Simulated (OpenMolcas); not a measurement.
**CH6BNO2 (SMILES OBNCO) at 6 levels**

We compute a comparison of 6 runs (HF/def2-SVP, B3LYP/6-31G*, M06-2X/def2-SVP, PBE0/def2-SVP, r2SCAN/def2-SVP, CCSD(T)/def2-SVP) of CH6BNO2. 

Program for the calculation: OpenMolcas 26.06.

### 1 The system as given

CH6BNO2 has 11 atoms, charge 0, and is taken as a singlet. As SMILES, `OBNCO`. The N3–C4 distance was set to 2.134 Å, away from the relaxed value. At this shape a bond of the SMILES string is far longer than usual.

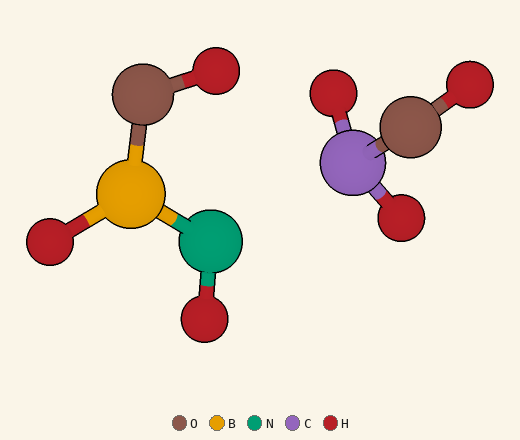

Viewed from a chosen angle; oxygen brown, boron amber, nitrogen teal, carbon purple, hydrogen red.

### 2 A single-point energy at HF/def2-SVP (run 1)

Contents of mol.input:

```
* CH6BNO2 Hartree-Fock
>>> EXPORT MOLCAS_PRINT=2
&GATEWAY
BASLIB = $CurrDir
COORD
11
angstrom
O       -0.307397       2.023607       1.215481
B       -0.093097       0.932607       2.002181
N        0.099203      -0.358193       1.453081
C       -0.074500      -0.827100      -0.621300
O        0.833500      -0.016400      -1.360600
H       -0.087997       1.841007       0.294181
H       -0.077597       1.072207       3.191081
H        0.401903      -1.109393       2.046281
H       -1.095800      -0.629000      -0.978300
H        0.142100      -1.890000      -0.774600
H        0.672700      -0.158500      -2.298200
BASIS = def2-SVP
GROUP = NoSym
&SEWARD
&SCF
THRESHOLDS = 1e-10 1e-07 1e-07 1e-05
PRORBITALS = 1 1
```

The basis set def2-SVP is read from a file made from the Basis Set Exchange's data (not shown).

Run with:

```bash
$ export MOLCAS_MEM=1860
$ pymolcas mol.input > mol.log
```

What it wrote:

```text
--- Start Module: gateway ---
[...]
--- Stop Module: gateway /rc=_RC_ALL_IS_WELL_ ---
--- Start Module: seward ---
[...]
      Basis functions          100
--- Stop Module: seward /rc=_RC_ALL_IS_WELL_ ---
[...]
--- Start Module: scf ---
[...]
       Convergence after  16 Iterations
[...]
::    Total SCF energy                               -269.9645286576
[...]
      Total spin, S                                     0.0000000000
[...]
      Total electronic charge=   40.000000
      Total            charge=   -0.000000
[...]
      Dipole Moment (debye):
      Origin of the operator (angstrom)=    0.1045    0.3538    0.4544
                   X= -5.2311E-01               Y= -3.7116E+00               Z= -4.2477E+00           Total=  5.6650E+00
      Quadrupole Moment (debye*angstrom):
[...]
--- Stop Module: scf /rc=_RC_ALL_IS_WELL_ ---
[...]
```

Wall time 16 s (1 thread of AMD EPYC 7R43 (Zen 3), shared host); peak memory 0.56 GiB.

### 3 The energy at B3LYP/6-31G(d) (Cartesian functions) (run 2)

Contents of mol.inp:

```
>>> EXPORT MOLCAS_PRINT=2

&gateway
  baslib
  $CurrDir
  coord
  11
  angstrom
  O       -0.307397       2.023607       1.215481
  B       -0.093097       0.932607       2.002181
  N        0.099203      -0.358193       1.453081
  C       -0.074500      -0.827100      -0.621300
  O        0.833500      -0.016400      -1.360600
  H       -0.087997       1.841007       0.294181
  H       -0.077597       1.072207       3.191081
  H        0.401903      -1.109393       2.046281
  H       -1.095800      -0.629000      -0.978300
  H        0.142100      -1.890000      -0.774600
  H        0.672700      -0.158500      -2.298200
  basis
  6-31Gs
  group
  NoSym

&seward
  gridinput
  Grid=UltraFine
  End of Grid

&scf
  ksdft
  B3LYP
  thresholds
  1e-10 1e-07 1e-07 1e-05
  prorbitals
  1 1
```

The basis set 6-31G* is read from a file made from the Basis Set Exchange's data (not shown).

Run with:

```bash
$ export MOLCAS_MEM=1860
$ pymolcas mol.inp > mol.log
```

What it wrote:

```text
--- Start Module: gateway ---
[...]
--- Stop Module: gateway /rc=_RC_ALL_IS_WELL_ ---
--- Start Module: seward ---
[...]
      Basis functions           87
--- Stop Module: seward /rc=_RC_ALL_IS_WELL_ ---
[...]
--- Start Module: scf ---
[...]
       Convergence after  17 Iterations
[...]
::    Total KS-DFT energy                            -271.7246005045
[...]
      Total spin, S                                     0.0000000000
[...]
      Total electronic charge=   40.000000
      Total            charge=   -0.000000
[...]
      Dipole Moment (debye):
      Origin of the operator (angstrom)=    0.1045    0.3538    0.4544
                   X= -3.2432E-01               Y= -3.2798E+00               Z= -3.8930E+00           Total=  5.1008E+00
      Quadrupole Moment (debye*angstrom):
[...]
--- Stop Module: scf /rc=_RC_ALL_IS_WELL_ ---
[...]
```

Wall time 36 s (1 thread of AMD EPYC 7R43 (Zen 3), shared host); peak memory 0.48 GiB.

Runs 3 to 4 aren't shown in full; the table further down has their settings and results.

### 4 A single-point energy at r2SCAN/def2-SVP (run 5)

Contents of coord.xyz:

```xyz
11

O     -0.307397     2.023607     1.215481
B     -0.093097     0.932607     2.002181
N      0.099203    -0.358193     1.453081
C     -0.074500    -0.827100    -0.621300
O      0.833500    -0.016400    -1.360600
H     -0.087997     1.841007     0.294181
H     -0.077597     1.072207     3.191081
H      0.401903    -1.109393     2.046281
H     -1.095800    -0.629000    -0.978300
H      0.142100    -1.890000    -0.774600
H      0.672700    -0.158500    -2.298200
```

Contents of job.inp:

```
&GATEWAY
 BasLib = $CurrDir
 Coord = coord.xyz
 Basis = def2-SVP
 Group = NoSym

&SEWARD
 GridInput
 Grid=UltraFine
 End of Grid

&SCF
 KSDFT = 2
 1.0 MGGA_X_R2SCAN
 1.0 MGGA_C_R2SCAN
 Thresholds = 1e-10 1e-07 1e-07 1e-05
 PrOrbitals = 0
```

The basis set def2-SVP is read from a file made from the Basis Set Exchange's data (not shown).

Run with:

```bash
$ export MOLCAS_MEM=1860
$ pymolcas job.inp > job.log
```

What it wrote:

```text
--- Start Module: gateway ---
[...]
--- Stop Module: gateway /rc=_RC_ALL_IS_WELL_ ---
--- Start Module: seward ---
[...]
      Basis functions          100
--- Stop Module: seward /rc=_RC_ALL_IS_WELL_ ---
[...]
--- Start Module: scf ---
[...]
       Convergence after  17 Iterations
[...]
::    Total KS-DFT energy                            -271.3791120964
[...]
      Total spin, S                                     0.0000000000
[...]
      Total electronic charge=   40.000000
      Total            charge=   -0.000000
[...]
      Dipole Moment (debye):
      Origin of the operator (angstrom)=    0.1045    0.3538    0.4544
                   X= -3.1172E-01               Y= -3.2071E+00               Z= -3.9746E+00           Total=  5.1167E+00
      Quadrupole Moment (debye*angstrom):
[...]
--- Stop Module: scf /rc=_RC_ALL_IS_WELL_ ---
[...]
```

Run time: 53 s. Hardware: 1 thread of AMD EPYC 7R43 (Zen 3), shared host; peak memory 0.56 GiB.

### 5 The energy at CCSD(T)/def2-SVP (Cholesky decomposition) (run 6)

Contents of input.xyz:

```xyz
11

O     -0.307397     2.023607     1.215481
B     -0.093097     0.932607     2.002181
N      0.099203    -0.358193     1.453081
C     -0.074500    -0.827100    -0.621300
O      0.833500    -0.016400    -1.360600
H     -0.087997     1.841007     0.294181
H     -0.077597     1.072207     3.191081
H      0.401903    -1.109393     2.046281
H     -1.095800    -0.629000    -0.978300
H      0.142100    -1.890000    -0.774600
H      0.672700    -0.158500    -2.298200
```

Contents of test.inp:

```
&GATEWAY
BasLib = $CurrDir
Coord = input.xyz
Basis = def2-SVP
Group = NoSym
&SEWARD
High
&SCF
Thresholds = 1e-10 1e-07 1e-07 1e-05
PrOrbitals = 0
&CHCC
Frozen = 5
Threshold = 1e-08
MaxIterations = 80
&CHT3
Frozen = 5
```

The basis set def2-SVP is read from a file made from the Basis Set Exchange's data (not shown).

Run with:

```bash
$ export MOLCAS_MEM=1860
$ pymolcas test.inp > test.log
```

What it wrote:

```text
--- Start Module: gateway ---
[...]
--- Stop Module: gateway /rc=_RC_ALL_IS_WELL_ ---
[...]
      Basis functions          100
[...]
       Convergence after  18 Iterations
[...]
::    Total SCF energy                               -269.9645286142
[...]
      Total spin, S                                     0.0000000000
[...]
      Total electronic charge=   40.000000
      Total            charge=   -0.000000
[...]
      Dipole Moment (debye):
      Origin of the operator (angstrom)=    0.1045    0.3538    0.4544
                   X= -5.2311E-01               Y= -3.7116E+00               Z= -4.2477E+00           Total=  5.6650E+00
      Quadrupole Moment (debye*angstrom):
[...]
--- Start Module: chcc ---
[...]
--- Stop Module: chcc /rc=_RC_ALL_IS_WELL_ ---
[...]
--- Start Module: cht3 ---
[...]
--- Stop Module: cht3 /rc=_RC_ALL_IS_WELL_ ---
[...]
```

Wall time 7.9 min (1 thread of AMD EPYC 7R43 (Zen 3), shared host); peak memory 0.21 GiB.

### 6 Overview of the runs

```
run                                      level  Cartesian functions  integration grid  energy (Eh)  dipole moment (D) of the reference  HOMO energy (eV)  LUMO energy (eV)  wall time
  1                                HF/def2-SVP                   no                 –  -269.964529                                5.67            -10.60              2.61       16 s
  2         B3LYP/6-31G* (Cartesian functions)                  yes         UltraFine  -271.724601                                5.10             -6.50             -1.85       36 s
  3                            M06-2X/def2-SVP                   no         UltraFine  -271.406396                                5.28             -8.41             -0.67       55 s
  4                              PBE0/def2-SVP                   no         UltraFine  -271.217725                                5.21             -6.97             -1.72       43 s
  5                            r2SCAN/def2-SVP                   no         UltraFine  -271.379112                                5.12             -5.81             -2.61       53 s
  6  CCSD(T)/def2-SVP (Cholesky decomposition)                   no                 –  -270.811871                                5.67            -10.60              2.61    7.9 min
```

### 7 What came out

```
                                          quantity          value
                               run 6: total energy  -270.81187 Eh
         run 6: dipole moment (mean-field density)         5.67 D
        run 6: HOMO energy (Hartree–Fock orbitals)      -10.60 eV
        run 6: LUMO energy (Hartree–Fock orbitals)        2.61 eV
      run 6: HOMO–LUMO gap (Hartree–Fock orbitals)       13.22 eV
run 6: correlation energy (5 core orbitals frozen)     -847.3 mEh
                             run 6: (T) correction     -25.67 mEh
```

What this shows: Over runs 1, 2, 3, 4, 5 the dipole moment (its size) runs from 5.10 D (B3LYP/6-31G*) to 5.67 D (HF/def2-SVP). The two ends differ in method and basis. Over runs 1, 2, 3, 4, 5 the HOMO–LUMO gap runs from 3.19 eV (r2SCAN/def2-SVP) to 13.22 eV (HF/def2-SVP). Exact exchange widens orbital gaps. Totals of different functionals can't be ranked against each other. All runs together took 11 min, the longest 7.9 min.
